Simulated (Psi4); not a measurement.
Energy and gradient calculation of C2H3B (charge −1) (part 1 of 2)

C2H3B, charge −1, multiplicity 2, SMILES [BH2-]C#C, computed with M06-2X/def2-TZVP, UKS (Psi4 1.11).

The geometry comes from this level: GFN2-xTB.

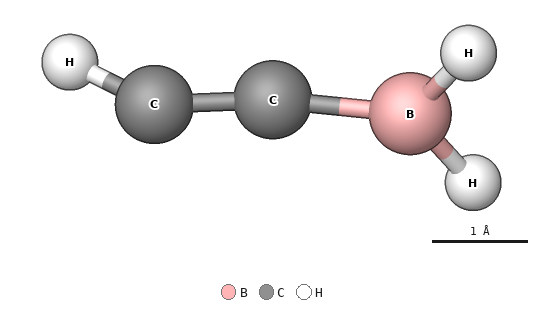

*The structure as given in the input (ball-and-stick view, seen at a tilt).*

**Input file (calc.dat)**
```
memory 1.6 GB

molecule m {
  -1 2
  B     -0.791940     0.490860    -0.562860
  C      0.278910    -0.170930     0.184940
  C      1.317630    -0.705910     0.621920
  H     -1.626060    -0.143190    -1.186300
  H     -0.929720     1.701840    -0.551890
  H      1.751180    -1.172680     1.494200
  units angstrom
  symmetry c1
}

set {
  basis                def2-TZVP
  reference            uks
  puream               true
  e_convergence        1e-09
  d_convergence        1e-08
  scf_type             pk
  dft_radial_points    99
  dft_spherical_points 590
  maxiter              200
}

e, wfn = gradient('m06-2x', return_wfn=True)
oeprop(wfn, 'DIPOLE', 'MAYER_INDICES', 'WIBERG_LOWDIN_INDICES')
```

Command:
```bash
psi4 -i calc.dat -o calc.out -n 1
```

**The program's output**
```
Psi4 1.11 release

  Memory set to   1.490 GiB by Python driver.

gradient() will perform analytic gradient computation.

   => Loading Basis Set <=

    Name: DEF2-TZVP
    Role: ORBITAL
    Keyword: BASIS

         ---------------------------------------------------------
                                   SCF
                              UKS Reference
                        1 Threads,   1525 MiB Core
         ---------------------------------------------------------

  ==> Geometry <==

    Molecular point group: c1
    Full point group: C1

    Geometry (in Angstrom), charge = -1, multiplicity = 2:

       Center              X                  Y                   Z               Mass
    ------------   -----------------  -----------------  -----------------  -----------------
         B           -1.045113041167     0.615201741164    -0.648042390468    11.009305360000
         C            0.025736958833    -0.046588258836     0.099757609532    12.000000000000
         C            1.064456958833    -0.581568258836     0.536737609532    12.000000000000
         H           -1.879233041167    -0.018848258836    -1.271482390468     1.007825032230
         H           -1.182893041167     1.826181741164    -0.637072390468     1.007825032230
         H            1.498006958833    -1.048338258836     1.409017609532     1.007825032230

  Running in c1 symmetry.

  Rotational constants: A =      6.69179  B =      0.30288  C =      0.29336 [cm^-1]
  Rotational constants: A = 200614.79332  B =   9080.13824  C =   8794.73090 [MHz]
  Nuclear repulsion =   46.447729646000546

  Charge       = -1
  Multiplicity = 2
  Electrons    = 21
  Nalpha       = 11
  Nbeta        = 10

  ==> Algorithm <==

  SCF Algorithm Type is PK.
  DIIS enabled.
  MOM disabled.
  Fractional occupation disabled.
  Guess Type is SAD.
  Energy threshold   = 1.00e-09
  Density threshold  = 1.00e-08
  Integral threshold = 1.00e-12

  ==> Primary Basis <==

  Basis Set: DEF2-TZVP
    Blend: DEF2-TZVP
    Number of shells: 45
    Number of basis functions: 111
    Number of Cartesian functions: 126
    Spherical Harmonics?: true
    Max angular momentum: 3

  ==> DFT Potential <==

   => LibXC <=

    Version 7.1.2

   => Composite Functional: M06-2X <=

    Deriv               =              1
    GGA                 =           TRUE
    Meta                =           TRUE

    Exchange Hybrid     =           TRUE
    MP2 Hybrid          =          FALSE

   => Exchange Functionals <=

    1.0000   XC_HYB_MGGA_X_M06_2X

   => Exact (HF) Exchange <=

    0.5400               HF

   => Correlation Functionals <=

    1.0000   XC_MGGA_C_M06_2X

   => LibXC Density Thresholds  <==

    XC_MGGA_C_M06_2X:  1.00E-12
    XC_HYB_MGGA_X_M06_2X:  1.00E-15

   => Molecular Quadrature <=

    Radial Scheme          =       TREUTLER
    Pruning Scheme         =           NONE
    Nuclear Scheme         =       TREUTLER

    Blocking Scheme        =         OCTREE
    BS radius alpha        =              1
    Pruning alpha          =              1
    Radial Points          =             99
    Spherical Points       =            590
    Total Points           =         337165
    Total Blocks           =           2454
    Max Points             =            256
    Max Functions          =            110
    Weights Tolerance      =       1.00E-15

  ==> Integral Setup <==

  Using in-core PK algorithm.
   Calculation information:
      Number of atoms:                   6
      Number of AO shells:              45
      Number of primitives:             78
      Number of atomic orbitals:       126
      Number of basis functions:       111

      Integral cutoff                 1.00e-12
      Number of threads:                 1

  Performing in-core PK
  Using 38644872 doubles for integral storage.
  We computed 508002 shell quartets total.
  Whereas there are 536130 unique shell quartets.

  ==> DiskJK: Disk-Based J/K Matrices <==

    J tasked:                  Yes
    K tasked:                  Yes
    wK tasked:                  No
    Memory [MiB]:             1029
    Schwarz Cutoff:          1E-12

  Cached 4.8% of DFT collocation blocks in 0.107 [GiB].

  Minimum eigenvalue in the overlap matrix is 7.2487363142E-05.
  Reciprocal condition number of the overlap matrix is 1.0828683358E-05.
    Using symmetric orthogonalization.

  ==> Pre-Iterations <==

  SCF Guess: Superposition of Atomic Densities via on-the-fly atomic UHF (no occupation information).

   -------------------------
    Irrep   Nso     Nmo
   -------------------------
     A        111     111
   -------------------------
    Total     111     111
   -------------------------

  ==> Iterations <==

                        Total Energy        Delta E     RMS |[F,P]|

   @UKS iter SAD:  -101.79774269449705   -1.01798e+02   0.00000e+00
   @UKS iter   1:  -102.47306544436341   -6.75323e-01   6.31084e-03 ADIIS/DIIS
   @UKS iter   2:  -102.45611002584872    1.69554e-02   6.43238e-03 ADIIS/DIIS
   @UKS iter   3:  -102.76739136318739   -3.11281e-01   1.26510e-03 ADIIS/DIIS
   @UKS iter   4:  -102.77565705155966   -8.26569e-03   5.82113e-04 ADIIS/DIIS
   @UKS iter   5:  -102.77771628339315   -2.05923e-03   1.45634e-04 ADIIS/DIIS
   @UKS iter   6:  -102.77789978190029   -1.83499e-04   3.91004e-05 DIIS
   @UKS iter   7:  -102.77792832340684   -2.85415e-05   1.21458e-05 DIIS
   @UKS iter   8:  -102.77793368123291   -5.35783e-06   3.82390e-06 DIIS
   @UKS iter   9:  -102.77793418023529   -4.99002e-07   1.56428e-06 DIIS
   @UKS iter  10:  -102.77793427282707   -9.25918e-08   5.85040e-07 DIIS
   @UKS iter  11:  -102.77793428765052   -1.48235e-08   2.00788e-07 DIIS
   @UKS iter  12:  -102.77793428992494   -2.27442e-09   8.27205e-08 DIIS
   @UKS iter  13:  -102.77793429035923   -4.34284e-10   2.96895e-08 DIIS
   @UKS iter  14:  -102.77793429040160   -4.23768e-11   7.23682e-09 DIIS
  Energy and wave function converged.

  ==> Post-Iterations <==

   Electrons on quadrature grid:
      Nalpha   =   10.9999999595 ; deviation = -4.053e-08
      Nbeta    =   10.0000000155 ; deviation = 1.555e-08
      Ntotal   =   20.9999999750 ; deviation = -2.498e-08

   @Spin Contamination Metric:   1.590816914E-02
   @S^2 Expected:                7.500000000E-01
   @S^2 Observed:                7.659081691E-01
   @S   Expected:                5.000000000E-01
   @S   Observed:                5.000000000E-01

    Orbital Energies [Eh]
    ---------------------

    Alpha Occupied:

       1A    -10.314256     2A    -10.312155     3A     -6.790468
       4A     -0.621652     5A     -0.432056     6A     -0.344062
       7A     -0.229619     8A     -0.201903     9A     -0.155851
      10A     -0.107323    11A      0.013937

    Alpha Virtual:

      12A      0.250795    13A      0.257455    14A      0.264591
      15A      0.280164    16A      0.298008    17A      0.298910
      18A      0.369592    19A      0.380904    20A      0.422222
      21A      0.424883    22A      0.449181    23A      0.534556
      24A      0.541610    25A      0.552690    26A      0.563218
      27A      0.588060    28A      0.617275    29A      0.620470
      30A      0.658489    31A      0.681222    32A      0.735468
      33A      0.772013    34A      0.782863    35A      0.859671
      36A      0.864028    37A      0.938645    38A      0.976242
      39A      0.998611    40A      1.029342    41A      1.045826
      42A      1.108615    43A      1.164765    44A      1.187355
      45A      1.206460    46A      1.221791    47A      1.250703
      48A      1.315939    49A      1.425892    50A      1.511656
      51A      1.589699    52A      1.630618    53A      1.739934
      54A      1.767177    55A      1.769402    56A      1.791867
      57A      1.821245    58A      1.862622    59A      1.964907
      60A      1.977110    61A      1.986191    62A      2.002048
      63A      2.031493    64A      2.047346    65A      2.122590
      66A      2.131636    67A      2.142235    68A      2.251023
      69A      2.311494    70A      2.345465    71A      2.424476
      72A      2.480388    73A      2.516122    74A      2.612755
      75A      2.634498    76A      2.687168    77A      2.705611
      78A      2.808453    79A      2.842508    80A      2.875143
      81A      2.896765    82A      2.929829    83A      2.970302
      84A      2.999498    85A      3.050305    86A      3.090842
      87A      3.096949    88A      3.178816    89A      3.202733
      90A      3.234467    91A      3.240443    92A      3.345803
      93A      3.361543    94A      3.395431    95A      3.423015
      96A      3.461961    97A      3.536254    98A      3.578995
      99A      3.896979   100A      4.001660   101A      4.024461
     102A      4.078704   103A      4.277142   104A      4.736371
     105A      4.873242   106A      4.912646   107A      4.974581
     108A      5.199229   109A     15.000809   110A     22.550374
     111A     23.234146

    Beta Occupied:

       1A    -10.313932     2A    -10.309923     3A     -6.789202
       4A     -0.614817     5A     -0.414890     6A     -0.331462
       7A     -0.224049     8A     -0.196626     9A     -0.126113
      10A     -0.102073

    Beta Virtual:

      11A      0.162531    12A      0.205713    13A      0.241278
      14A      0.255106    15A      0.260720    16A      0.278568
      17A      0.281413    18A      0.368220    19A      0.387318
      20A      0.410450    21A      0.423104    22A      0.451201
      23A      0.524536    24A      0.529557    25A      0.550079
      26A      0.559430    27A      0.588073    28A      0.599132
      29A      0.628777    30A      0.652603    31A      0.681134
      32A      0.737343    33A      0.773182    34A      0.782788
      35A      0.858728    36A      0.868368    37A      0.935829
      38A      0.981729    39A      0.996530    40A      1.035505
      41A      1.054102    42A      1.114259    43A      1.171557
      44A      1.188404    45A      1.214377    46A      1.224728
      47A      1.254421    48A      1.318802    49A      1.438956
      50A      1.521640    51A      1.602607    52A      1.639566
      53A      1.743760    54A      1.775154    55A      1.785880
      56A      1.791328    57A      1.824612    58A      1.872190
      59A      1.977276    60A      2.001290    61A      2.023059
      62A      2.024203    63A      2.042387    64A      2.078814
      65A      2.145850    66A      2.148076    67A      2.167441
      68A      2.261976    69A      2.329803    70A      2.355428
      71A      2.434990    72A      2.496380    73A      2.524667
      74A      2.634486    75A      2.652031    76A      2.711436
      77A      2.726773    78A      2.822299    79A      2.853676
      80A      2.892762    81A      2.913778    82A      2.937574
      83A      2.985345    84A      3.015117    85A      3.064760
      86A      3.105293    87A      3.119901    88A      3.195045
      89A      3.232960    90A      3.266431    91A      3.272026
      92A      3.358585    93A      3.393855    94A      3.415354
      95A      3.438056    96A      3.494159    97A      3.554048
      98A      3.597966    99A      3.938343   100A      4.014856
     101A      4.050778   102A      4.104658   103A      4.293910
     104A      4.763124   105A      4.890206   106A      4.942325
     107A      4.998773   108A      5.208158   109A     15.013972
     110A     22.555928   111A     23.236373

    Final Occupation by Irrep:
              A
    DOCC [    10 ]
    SOCC [     1 ]
    NA   [    11 ]
    NB   [    10 ]

  @UKS Final Energy:  -102.77793429040160

   => Energetics <=

    Nuclear Repulsion Energy =             46.4477296460005462
    One-Electron Energy =                -233.1467894364490689
    Two-Electron Energy =                  91.6934527004274713
    DFT Exchange-Correlation Energy =      -7.7723272003805457
    Empirical Dispersion Energy =           0.0000000000000000
    VV10 Nonlocal Energy =                  0.0000000000000000
    Total Energy =                       -102.7779342904016033

  UHF NO Occupations:
  HONO-2 :    9  A 1.9991575
  HONO-1 :   10  A 1.9940155
  HONO-0 :   11  A 1.0000000
  LUNO+0 :   12  A 0.0059845
  LUNO+1 :   13  A 0.0008425
  LUNO+2 :   14  A 0.0007030
  LUNO+3 :   15  A 0.0002506

Computation Completed
```
